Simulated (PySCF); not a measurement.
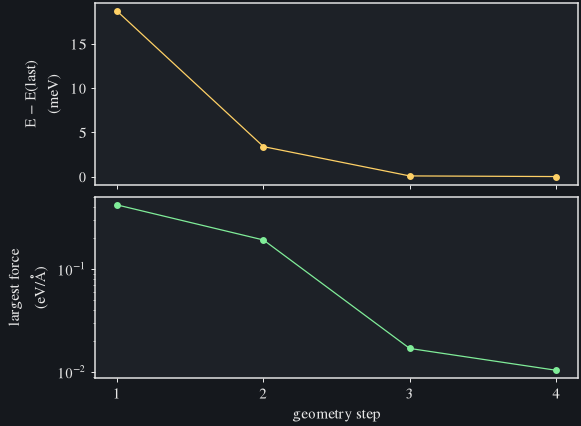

History of a geometry optimisation.

- system: CdI2
- method: PBE0-D3(BJ)/def2-SVP, geometry optimisation in PySCF

### How did the optimisation end?

The optimisation met its thresholds at geometry 4, counting the start as the first. The energy fell by about 19 meV from the first step to the last. The largest force goes from about 0.42 eV/Å at the start to 0.01 eV/Å at the end.
